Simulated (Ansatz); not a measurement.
## CaSnSe3 (model cell, started as cubic perovskite with Sn in the octahedra): phonons and vibrational spectra

Aim: the phonons of CaSnSe3 (model cell, started as cubic perovskite with Sn in the octahedra) at a cell relaxed beforehand at this level. After the zone centre comes a 2×2×2 q mesh on a 8×8×8 k mesh.

Method: DFT PBEsol, scalar-relativistic, plane waves, PAW; PAW set soft_1, in Ansatz 0.2.0.

The structure was built from a prototype and need not be the compound's stable phase.

**1. The starting structure**

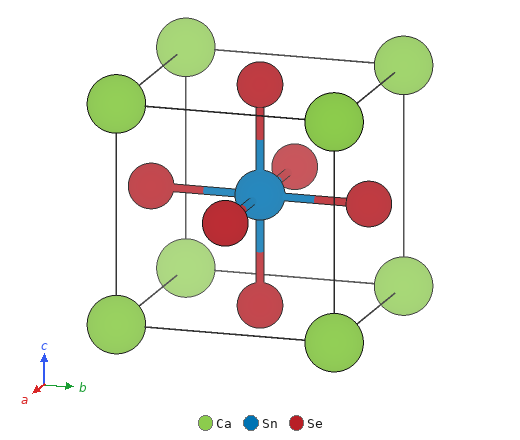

The cell as given, slightly off an axis (calcium green, tin blue, selenium red). Some periodic images of atoms are drawn too.

**2. Modes at Γ**

The cell comes from relaxations at this level that are not shown. The zone centre comes first: it holds the modes that light can see, as far as symmetry allows. No field response is asked, since the mesh shows no gap.

Input file input.yaml:

```yaml
crystal:
  lattice:
    - [5.2086939713, 0.0, 0.0]
    - [0.0, 5.2086939713, 0.0]
    - [0.0, 0.0, 5.2086939713]
  atoms:
    - { symbol: Ca, position: [0.0, 0.0, 0.0] }
    - { symbol: Sn, position: [0.5, 0.5, 0.5] }
    - { symbol: Se, position: [0.5, 0.5, 0.0] }
    - { symbol: Se, position: [0.5, 0.0, 0.5] }
    - { symbol: Se, position: [0.0, 0.5, 0.5] }
kpoints:
  mp_grid: { grid: [8, 8, 8] }
hamiltonian:
  xc: pbesol
  pseudopotentials: { kind: paw, azcp: { folder: soft_1 }, xc_functional: pbe }
scf:
  occupations: { method: methfessel_paxton, width: 0.2 }
output:
  eigenvalues: true
phonons:
  method: dfpt
```

Launch:

```
$ ansatz run input.yaml --threads 4 --pin off --max-ram 16384MiB --backend cpu --events-out ev --progress --plain --runs-dir out
```

Numbers of over 12 decimals in the logs are rounded to 6 here.

Output:

```text
zone centre: on kpoints.mp_grid the ground state, and the responses unless they are solved on pairs of k-points, stand on 125 of the mesh's 512 k-points, reduced under 8 symmetry operations, with k and −k counted as one. Each operation leaves every solved displacement unchanged or reverses it
Engine: ansatz 0.2.0, aarch64-unknown-linux-gnu
Pseudopotentials: kind: paw
Pseudopotential: Ca, paw, valence charge 10, recommended cutoff 420 eV (normal), soft_1/Ca.paw.azcp
Pseudopotential: Sn, paw, valence charge 14, recommended cutoff 420 eV (normal), soft_1/Sn.paw.azcp
Pseudopotential: Se, paw, valence charge 16, recommended cutoff 420 eV (normal), soft_1/Se.paw.azcp
Functional definition: PBEsol
  exchange = pbesol_x
  correlation = pbesol_c
Crystal: 5 atoms, lattice volume = 141.314 Å³
Basis set: ecut = 420 eV, 2777 PW (Γ), exchange–correlation on 72×72×72 points (8 copies of the dense FFT grid, shifted against one another)
Bands: 44, of which v1, the nominal top of the filled ones, is band 36 counted from 1 (35 counted from 0)
Symmetry: 48 space group operations
k-points: 125 of 512 (irreducible under 8 space group operations)
Non-local potential: Ca, projectors of the file, l = 0: 3, l = 1: 2, l = 2: 2
Non-local potential: Sn, projectors of the file, l = 0: 2, l = 1: 2, l = 2: 2, l = 3: 1
Non-local potential: Se, projectors of the file, l = 0: 2, l = 1: 2, l = 2: 3, l = 3: 1
PAW form: soft (Blöchl's): semilocal exchange-correlation on the pseudo side does not see the compensation charge
PAW frozen core: Ca, regenerated for the run's functional, and the local potential with it (the file was generated under x = pbe(κ = 0.804, μ = 0.219515), c = pbe(β = 0.066725))
PAW frozen core: Sn, regenerated for the run's functional, and the local potential with it (the file was generated under x = pbe(κ = 0.804, μ = 0.219515), c = pbe(β = 0.066725))
PAW frozen core: Se, regenerated for the run's functional, and the local potential with it (the file was generated under x = pbe(κ = 0.804, μ = 0.219515), c = pbe(β = 0.066725))
PAW one-centre angular grid: Ca, 110 points (default); XC on 64 Gauss nodes
PAW one-centre angular grid: Sn, 590 points (default); XC on 64 Gauss nodes
PAW one-centre angular grid: Se, 590 points (default); XC on 64 Gauss nodes
Initial density: superposition of atomic densities (chi_scale 0.1, normalization cell, long waves kept (reshape's long-wave potential 0.01 eV rms))
Initial wavefunctions: pseudopotential atomic-orbital guess
Functional: x = pbesol(κ = 0.804, μ = 0.123457), c = pbesol(β = 0.046)
SCF iter   1: F=—  HF=-24020.183600 eV  |F-HF|=—  |Δ(HF+E_count)|=         —  Δρ=4.38e-2  dr2=5.59e0  ethr=3.10e-3  ⟨swp⟩=8.3  Hψ=23969  notcnv=0
preconditioner: auto → Kerker (q_TF=auto, 2.438 Å⁻¹)  [metal: Δε(μ)=0.071 eV  Ē_g=6.640 eV  σ=0.200 eV  W_gap=0.28  n_scr=32 (ndim 8)  ℏωp=15.3 eV  f_vac=0.000  D(μ)=2.23/eV (n_scr^D=6)]
SCF iter   2: F=—  HF=-24019.068906 eV  |F-HF|=—  |Δ(HF+E_count)|=    1.11e0  S|Δr|=    0.00e0  Δρ=1.71e-2  dr2=6.73e-1  ethr=3.10e-3  ⟨swp⟩=3.0  Hψ=10824  notcnv=0  defer=100
SCF iter   3: F=—  HF=-24018.892331 eV  |F-HF|=—  |Δ(HF+E_count)|=   1.77e-1  S|Δr|=    0.00e0  Δρ=7.99e-3  dr2=1.62e-1  ethr=9.35e-4  ⟨swp⟩=2.2  Hψ=9636  notcnv=0  defer=103
SCF iter   4: F=—  HF=-24018.851763 eV  |F-HF|=—  |Δ(HF+E_count)|=   4.06e-2  S|Δr|=    0.00e0  Δρ=2.21e-3  dr2=1.83e-2  ethr=2.26e-4  ⟨swp⟩=2.4  Hψ=9900  notcnv=0  defer=103
SCF iter   5: F=—  HF=-24018.845971 eV  |F-HF|=—  |Δ(HF+E_count)|=   5.79e-3  S|Δr|=    0.00e0  Δρ=1.19e-3  dr2=3.59e-3  ethr=2.54e-5  ⟨swp⟩=2.0  Hψ=10401  notcnv=0  defer=100
SCF iter   6: F=—  HF=-24018.845056 eV  |F-HF|=—  |Δ(HF+E_count)|=   9.14e-4  S|Δr|=    0.00e0  Δρ=2.68e-4  dr2=3.34e-4  ethr=4.98e-6  ⟨swp⟩=2.0  Hψ=8062  notcnv=0  defer=101
SCF iter   7: F=—  HF=-24018.845002 eV  |F-HF|=—  |Δ(HF+E_count)|=   5.44e-5  S|Δr|=    0.00e0  Δρ=1.04e-4  dr2=5.59e-5  ethr=4.64e-7  ⟨swp⟩=1.9  Hψ=7218  notcnv=0  defer=101
SCF iter   8: F=—  HF=-24018.844992 eV  |F-HF|=—  |Δ(HF+E_count)|=   9.74e-6  S|Δr|=    0.00e0  Δρ=4.32e-5  dr2=9.16e-6  ethr=7.76e-8  ⟨swp⟩=2.7  Hψ=10044  notcnv=0  defer=101
SCF iter   9: F=—  HF=-24018.844991 eV  |F-HF|=—  |Δ(HF+E_count)|=   1.64e-6  S|Δr|=    0.00e0  Δρ=1.28e-5  dr2=3.67e-7  ethr=1.27e-8  ⟨swp⟩=2.5  Hψ=7895  notcnv=0  defer=101
SCF iter  10: F=—  HF=-24018.844990 eV  |F-HF|=—  |Δ(HF+E_count)|=   3.62e-7  S|Δr|=    0.00e0  Δρ=3.38e-6  dr2=1.67e-8  ethr=5.09e-10  ⟨swp⟩=2.0  Hψ=9882  notcnv=0  defer=107
SCF iter  11: F=—  HF=-24018.844990 eV  |F-HF|=—  |Δ(HF+E_count)|=   1.61e-8  S|Δr|=    0.00e0  Δρ=6.02e-7  dr2=4.18e-10  ethr=2.32e-11  ⟨swp⟩=2.0  Hψ=7915  notcnv=0  defer=107
SCF iter  12: F=—  HF=-24018.844990 eV  |F-HF|=—  |Δ(HF+E_count)|=  4.91e-10  S|Δr|=    0.00e0  Δρ=1.37e-7  dr2=3.30e-11  ethr=1.00e-12  ⟨swp⟩=2.0  Hψ=9829  notcnv=0  defer=107
SCF iter  13: F=-24018.844990 eV  HF=-24018.844990 eV  |F-HF|=3.64e-12  |Δ(HF+E_count)|=  3.64e-11  S|Δr|=    0.00e0  Δρ=4.31e-8  dr2=4.65e-12  ethr=1.00e-12  ⟨swp⟩=12.0  Hψ=29694  notcnv=0
SCF 1 converged in 13 iterations: F = -24018.844990 eV  dr2 = 4.65e-12
  greatest PAW one-centre occupation: 1.000 electrons in one spin orbital (limit 2), on the Se atom at site 4 (counted from 0), in its partial waves of l = 2
DFPT response loops at Γ: preconditioner auto → Kerker (q_TF=auto, 2.438 Å⁻¹) (partly filled bands, converged f_vac=0.024); β = 1.00, the filter's whole step (`scf.mixing.beta` (0.50) is not read by the response loops under this deck's `scf.mixing.preconditioner`; to damp them name `kerker` or `kerker_dos`, under which they read `scf.mixing.beta`, and type it under 1.00, their step now; both keys bind the ground state too); Broyden in place of MSR1
SCF converged after 13 iterations
Stability not checked: this state was not tested for a lower state beside it, because cold or Methfessel-Paxton smearing, or corrected tetrahedra, fill the levels in a way that the test cannot read (fill_not_monotonic; see scf.lower_state_search)
Free energy (F): -24018.844990 eV
Harris-Foulkes:  -24018.844990 eV  (|F-HF|=3.64e-12)
Internal energy: -24018.838258 eV  (E = F + TS)
E sigma→0 (E₀):  -24018.843307 eV
Entropy (-TS):   -0.006733 eV (-1.347 meV/atom)
Fermi energy:    7.051500 eV
--- Per-component energies (eV) ---
  E_band       = -1464.012310
  E_kinetic    = 752.948683
  E_local      = -10836.481086  (includes V_loc(G=0)·N_el)
  E_nonlocal   = -820.543455
  E_hartree    = 5457.193413
  E_xc         = -504.375947
  E_vxc        = -508.549214  (∫ρ·V_xc dr)
  E_paw        = -11399.711034  (= ΣΔE_a)
  E_vpaw       = -965.773359  (= ΣTr[D̂ρ^β])
  E_aug_tail   = -0.000794  (compensation charges beyond the density's cutoff)
  E_ewald      = -6671.297027
  E_core_change = 3.428989  (= ΣΔE_core)
  E_smearing   = -0.006733  (= −TS)
  E_closure    = -0.000000  (closes the sum)
  Σ components = -24018.844990   (vs F -24018.844990, Δ=0.00e0)
--- Band table (eV; the first three rows and the last of 125) ---
  k-point 0: bands = [... 32 lower, 6.0934, 6.0934, 6.2174, 6.2174, 6.2174, 8.4943, 9.3452, 9.3452, ... 4 higher]
  k-point 1: bands = [... 32 lower, 5.9909, 5.9909, 6.0729, 6.1747, 6.1747, 8.8612, 9.4324, 9.5343, ... 4 higher]
  k-point 2: bands = [... 32 lower, 5.7110, 5.7269, 6.1264, 6.1264, 6.1929, 9.5651, 9.7253, 9.7596, ... 4 higher]
  k-point 124: bands = [... 32 lower, 6.1844, 7.3829, 7.3829, 7.3829, 8.6684, 9.1843, 9.1843, 9.1843, ... 4 higher]
--- Phonons (Γ-DFPT): 4 representative perturbations + reference, on 125 of 512 k-points (Σ response iterations 12) ---
  k mesh reduced under 8 symmetry operations, with k and −k counted as one. Each operation leaves every solved displacement unchanged or reverses it
  ASR residual: 3.136e-5 → 0.000e0 eV/Å²; symmetrization residual: 2.730e-5 eV/Å²
  ASR residual per site (eV/Å²): 1.21e-5 2.85e-5 3.14e-5 3.14e-5 3.14e-5
  Γ frequencies (cm⁻¹): -117.34 -117.34 -117.34 -71.60 -71.60 -71.60 -32.47 -32.47 -32.47 0.00 0.00 0.00 234.97 234.97 234.97
  non-analytic LO–TO correction: not included (Born effective charges unavailable; polar crystals: no LO–TO splitting at Γ)
```

Run time: 95 s. Hardware: 4 threads of Arm Neoverse V2, shared host; peak memory 2.5 GiB; 6.1 min of CPU time.

Numbers from this step:

* volume per atom: 28.26 Å³
* gap on the k-mesh: 0 eV
* sum-rule residual before enforcement: 3.14e-5 eV/Å²
* point group: m-3m
* highest optical mode at the zone centre (no LO-TO term): 235.0 cm⁻¹
* lowest optical zone-centre mode: -117.3 cm⁻¹

Patterns of degenerate modes are one choice out of their space. Modes at Γ, with each element's share of the kinetic energy (negative means imaginary):

| mode | frequency (cm⁻¹) | symmetry | Ca % | Sn % | Se % |
| --- | --- | --- | --- | --- | --- |
| 1 | -117.3 | T1u | 67 | 2 | 31 |
| 2 | -117.3 | T1u | 67 | 2 | 31 |
| 3 | -117.3 | T1u | 67 | 2 | 31 |
| 4 | -71.6 | T2u | 0 | 0 | 100 |
| 5 | -71.6 | T2u | 0 | 0 | 100 |
| 6 | -71.6 | T2u | 0 | 0 | 100 |
| 7 | -32.5 | T1u | 23 | 42 | 35 |
| 8 | -32.5 | T1u | 23 | 42 | 35 |
| 9 | -32.5 | T1u | 23 | 42 | 35 |
| 10 | 0.0 | acoustic | 10 | 30 | 60 |
| 11 | 0.0 | acoustic | 10 | 30 | 60 |
| 12 | 0.0 | acoustic | 10 | 30 | 60 |
| 13 | 235.0 | T1u | 0 | 26 | 74 |
| 14 | 235.0 | T1u | 0 | 26 | 74 |
| 15 | 235.0 | T1u | 0 | 26 | 74 |

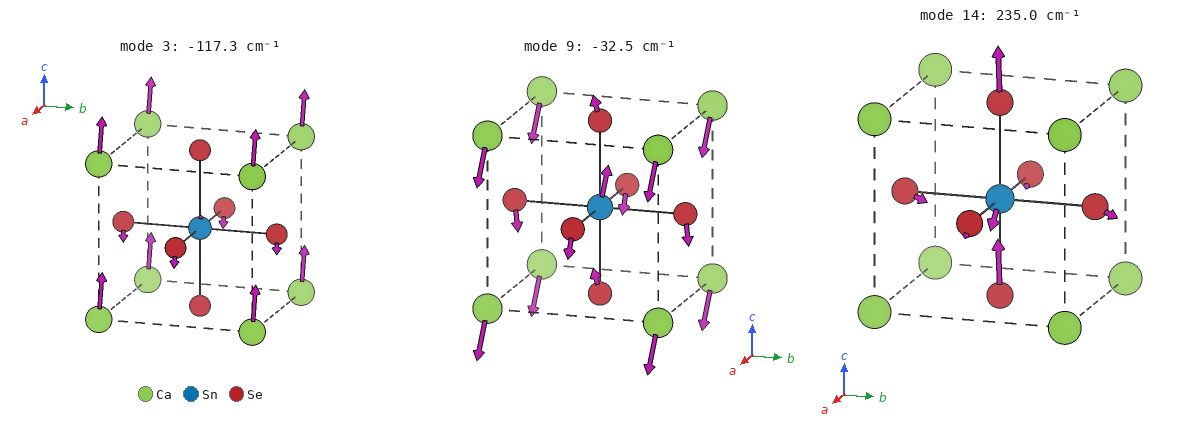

Displacement patterns of modes 3, 9 and 14 at Γ; arrows are exaggerated. Some periodic images of atoms are drawn too.

Before it was imposed, the acoustic sum rule was missed by 3.1e-5 eV/Å². Small misses are needed for a sound result but don't prove that mesh and cutoff are converged. The lowest optical mode is imaginary, 117.3i cm⁻¹, so the energy falls along it.

(Part 1 of 2 ends here.)

[Logs are printed without paths, hosts, clocks, repeated set-up lines and the standing remarks that a program may print on its own settings, such as how far it seeks lower states.]

[Hosts, paths, dates, database ids (printed as entryN), source tags and the programs' standing remarks are cut or masked in the printed files.]
